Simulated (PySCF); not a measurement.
# A diatomic session: NH, part 2 of 2

PySCF 2.14.0; H jorge-DZP-DKH, N jorge-DZP-DKH; spin-free X2C with a Gaussian nucleus. The steps go on from the part before.

### Step 12. Adding correlation

Reference: UHF; core orbitals frozen: 1; virtual orbitals above 20 hartree dropped in coupled cluster: 1. MP2 keeps all virtuals, so it differs from the MP2 energy in the coupled-cluster log.

The coupled-cluster run at the reference distance, 1.056 Å, printed:

```text
******** <class 'pyscf.cc.uccsd.UCCSD'> ********
CC2 = 0
CCSD nocc = (np.int64(4), np.int64(2)), nmo = (18, 18)
frozen orbitals [[0, 19], [0, 19]]
max_cycle = 80
direct = 0
conv_tol = 1e-07
conv_tol_normt = 1e-05
diis_space = 8
diis_start_cycle = 0
diis_start_energy_diff = 1e+09
max_memory 909 MB (current use 237 MB)
Init t2, MP2 energy = -0.103198535422486
Init E_corr(UCCSD) = -0.103198535425016
cycle = 1  E_corr(UCCSD) = -0.11778285829466  dE = -0.0145843229  norm(t1,t2) = 0.03535
cycle = 2  E_corr(UCCSD) = -0.121016305457442  dE = -0.00323344716  norm(t1,t2) = 0.0139008
cycle = 3  E_corr(UCCSD) = -0.122880220611682  dE = -0.00186391515  norm(t1,t2) = 0.00692181
cycle = 4  E_corr(UCCSD) = -0.122816536699208  dE = 6.36839125e-05  norm(t1,t2) = 0.00183362
cycle = 5  E_corr(UCCSD) = -0.122843544629137  dE = -2.70079299e-05  norm(t1,t2) = 0.000718522
cycle = 6  E_corr(UCCSD) = -0.122856299131212  dE = -1.27545021e-05  norm(t1,t2) = 0.000295987
cycle = 7  E_corr(UCCSD) = -0.122853932283184  dE = 2.36684803e-06  norm(t1,t2) = 0.000112524
cycle = 8  E_corr(UCCSD) = -0.122854423599828  dE = -4.91316644e-07  norm(t1,t2) = 3.56631e-05
cycle = 9  E_corr(UCCSD) = -0.122854000065054  dE = 4.23534775e-07  norm(t1,t2) = 7.4093e-06
cycle = 10  E_corr(UCCSD) = -0.122854059372477  dE = -5.93074229e-08  norm(t1,t2) = 1.70439e-06
UCCSD converged
E(UCCSD) = -55.12352665257717  E_corr = -0.1228540593724768
UCCSD(T) correction = -0.00162079041949853
```

Correlation energy (eV) along the bond:

| R (Å) | MP2 | SCS-MP2 | CCSD | CCSD(T) | T1 |
| --- | --- | --- | --- | --- | --- |
| 0.908 | -2.727 | -2.706 | n/a | n/a | n/a |
| 0.950 | -2.753 | -2.735 | -3.250 | -3.289 | 0.008 |
| 0.993 | -2.779 | -2.763 | -3.287 | -3.328 | 0.008 |
| 1.024 | -2.798 | -2.784 | -3.315 | -3.357 | 0.009 |
| 1.056 | -2.817 | -2.805 | -3.343 | -3.387 | 0.009 |
| 1.088 | -2.835 | -2.825 | -3.371 | -3.417 | 0.010 |
| 1.130 | -2.857 | -2.850 | -3.409 | -3.457 | 0.011 |
| 1.183 | -2.882 | -2.877 | -3.456 | -3.508 | 0.013 |
| 1.246 | -2.899 | -2.895 | -3.510 | -3.566 | 0.018 |
| 1.331 | -2.865 | -2.854 | n/a | n/a | n/a |

UHF-MP2: Re = 1.049 Å, ωe = 3353 cm⁻¹, ωexe = 61.8 cm⁻¹, αe = 0.557 cm⁻¹, Be = 16.29 cm⁻¹, De = 2.96 eV.

UHF-SCS-MP2: Re = 1.051 Å, ωe = 3336 cm⁻¹, ωexe = 58.6 cm⁻¹, αe = 0.553 cm⁻¹, Be = 16.24 cm⁻¹, De = 3.05 eV.

UHF-CCSD: Re = 1.058 Å, ωe = 3235 cm⁻¹, ωexe = 79.7 cm⁻¹, αe = 0.619 cm⁻¹, Be = 16.03 cm⁻¹, De = 3.07 eV.

UHF-CCSD(T): Re = 1.059 Å, ωe = 3215 cm⁻¹, ωexe = 81.2 cm⁻¹, αe = 0.628 cm⁻¹, Be = 15.99 cm⁻¹, De = 3.10 eV.

### Step 13. All curves

Energy (eV) from each level's lowest point:

| R (Å) | UHF | UHF-MP2 | UHF-SCS-MP2 | UHF-CCSD | UHF-CCSD(T) | LDA | PBE | BLYP | r²SCAN | PBE0 | B2PLYP |
| --- | --- | --- | --- | --- | --- | --- | --- | --- | --- | --- | --- |
| 0.908 | 0.443 | 0.526 | 0.535 | n/a | n/a | 0.650 | 0.625 | 0.635 | 0.560 | 0.553 | 0.544 |
| 0.950 | 0.177 | 0.234 | 0.240 | 0.264 | 0.269 | 0.327 | 0.308 | 0.318 | 0.262 | 0.256 | 0.250 |
| 0.993 | 0.039 | 0.069 | 0.073 | 0.088 | 0.091 | 0.128 | 0.116 | 0.124 | 0.088 | 0.084 | 0.081 |
| 1.024 | 0.000 | 0.012 | 0.014 | 0.021 | 0.023 | 0.043 | 0.036 | 0.041 | 0.022 | 0.019 | 0.018 |
| 1.056 | 0.007 | 0.000 | 0.000 | 0.000 | 0.000 | 0.003 | 0.000 | 0.003 | 0.000 | 0.000 | 0.000 |
| 1.088 | 0.050 | 0.026 | 0.024 | 0.015 | 0.014 | 0.000 | 0.001 | 0.000 | 0.014 | 0.017 | 0.019 |
| 1.130 | 0.154 | 0.107 | 0.102 | 0.081 | 0.077 | 0.042 | 0.048 | 0.041 | 0.078 | 0.086 | 0.089 |
| 1.183 | 0.338 | 0.266 | 0.259 | 0.218 | 0.210 | 0.150 | 0.161 | 0.147 | 0.212 | 0.229 | 0.231 |
| 1.246 | 0.609 | 0.520 | 0.512 | 0.435 | 0.423 | 0.338 | 0.355 | 0.330 | 0.428 | 0.456 | 0.458 |
| 1.331 | 1.001 | 0.947 | 0.945 | n/a | n/a | 0.648 | 0.671 | 0.631 | 0.769 | 0.816 | 0.817 |

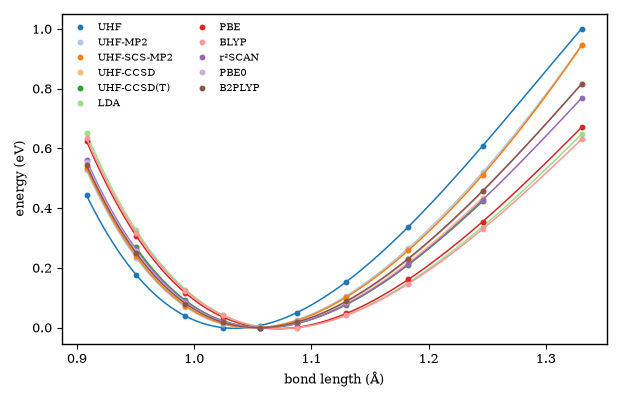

All levels on one scale; every curve starts from its own lowest point. Far from equilibrium a single determinant need not separate into the right atoms, and MP2 on it can jump.

The whole job (state search and all levels along the bond) took 0.34 min on 1 thread of Arm Neoverse V1 (shared host), peak memory 0.31 GiB.

### Step 14. What came out

What follows sums up all 2 parts.

Lowest PBE0 solution found, without spin–orbit coupling: ³Σ⁻ (triplet), unpaired electrons π ↑↑. State 2 has its PBE0 minimum 0.64 eV higher, as a spin-mixed determinant (⟨S²⟩ = 1.00), so this is no gap between pure states. The other levels ran on the lowest alone.

| level | Re (Å) | ωe (cm⁻¹) | De (eV) | μ (D) |
| --- | --- | --- | --- | --- |
| UHF | 1.035 | 3488 | 2.06 | -1.74 |
| UHF-MP2 | 1.049 | 3353 | 2.96 | n/a |
| UHF-SCS-MP2 | 1.051 | 3336 | 3.05 | n/a |
| UHF-CCSD | 1.058 | 3235 | 3.07 | n/a |
| UHF-CCSD(T) | 1.059 | 3215 | 3.10 | n/a |
| LDA | 1.074 | 3068 | 3.92 | -1.62 |
| PBE | 1.071 | 3092 | 3.62 | -1.55 |
| BLYP | 1.074 | 3032 | 3.64 | -1.53 |
| r²SCAN | 1.058 | 3201 | 3.44 | -1.62 |
| PBE0 | 1.056 | 3255 | 3.49 | -1.63 |
| B2PLYP | 1.055 | 3254 | 3.39 | -1.66 |
| measured | 1.03621 | 3282.27 | n/a | n/a |

De is counted to H + N in their ground configurations. A positive dipole means H(−)N(+).

Measured values: Huber and Herzberg, Constants of Diatomic Molecules, 1979.

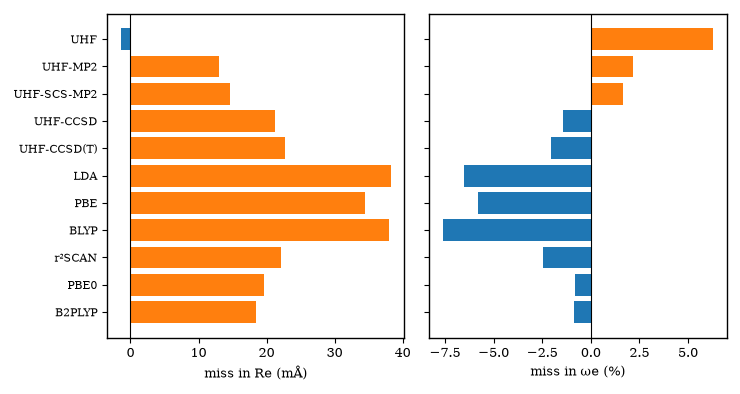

How far each level lies from the measured constants.

Time per point (s) on 1 thread of Arm Neoverse V1, shared host (CPU time, shared integrals of 0.011 s apart; correlated levels include their reference; CCSD comes with the CCSD(T) run); the times are rough: UHF 0.028, UHF-MP2 0.037, UHF-SCS-MP2 0.037, UHF-CCSD(T) 0.21, LDA 0.11, PBE 0.17, BLYP 0.14, r²SCAN 0.26, PBE0 0.26, B2PLYP 0.16.

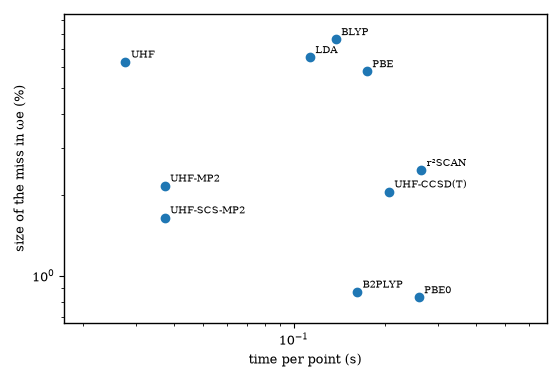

Miss in the wavenumber against time per point.

Judged by the measured constants: best bond length UHF (-1 mÅ), worst LDA and BLYP (+38 mÅ); best wavenumber PBE0 (-0.8 %), worst BLYP (-7.6 %). PBE gives a bond that is too long and too soft, as GGAs tend to. In a basis this small the correlated methods are far from their limit, so the ranking is that of method and basis together. Among the levels with a De in the table, it runs from 2.06 eV (UHF) to 3.92 eV (LDA).

Correlated steps freeze 1 core orbital. B2PLYP dipoles, levels and charges come from its SCF part alone.
